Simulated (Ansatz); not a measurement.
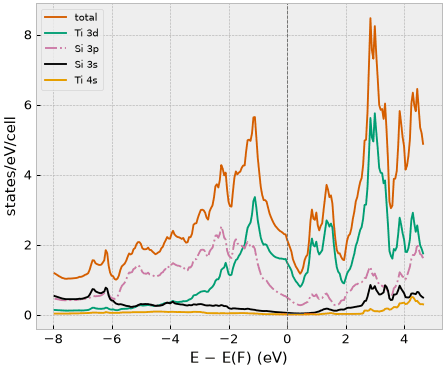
*Total and projected density of states of TiSi2 in space group Fddd (No. 70; Ti on 8b, Si on 16f), DFT-r²SCAN in the program Ansatz with PAW potentials*

**Question.** Which orbitals carry the states next to the Fermi level?

**Answer.** Within 0.5 eV of the Fermi level: Ti 3d 68 %, Si 3p 24 %. Projections are on Löwdin-orthogonalised atomic valence shells; empty p or d shells of many metals are not among them.

**Question.** Where is the tallest occupied peak in this window, and what makes it?

**Answer.** Near -1.1 eV, about 5.6 states/eV per cell; the largest projected share is Ti 3d.

The cell was relaxed with r²SCAN under the symmetry of its start; of distortions, only those at the zone centre were tested. The run is not spin-polarised.

Potentials: the earlier of the program's two PAW sets.
